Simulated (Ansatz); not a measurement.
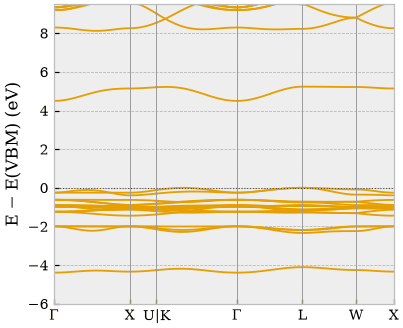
*Band structure from r²SCAN (plane waves, PAW; program Ansatz)*

Question: Read off the gap and where the band edges lie.

Answer: About 4.5 eV (4.50 eV by a search for the band edges); maximum at L, minimum at Γ.

Question: Which compound is it?
A. NaF, zinc blende
B. KRb2TlF6, Fm-3m (K on 4b, Rb on 8c, Tl on 4a, F on 24e)
C. ZrMnF6, Fm-3m (Zr on 4b, Mn on 4a, F on 24e)
D. Ca2H6Os, Fm-3m (Ca on 8c, H on 24e, Os on 4a)

Answer: B, KRb2TlF6, Fm-3m (K on 4b, Rb on 8c, Tl on 4a, F on 24e)

The workflow started from a Materials Project entry (that database holds measured and hypothetical structures alike); the Crystallography Open Database copy checked does not list it. Whether it is the stable phase at ambient conditions was not checked. Symmetry was held in the r²SCAN relaxation; whether a distortion lowers the energy is not shown. Spin–orbit coupling is left out wherever it is not named.

Potentials: the later of the program's two PAW sets.
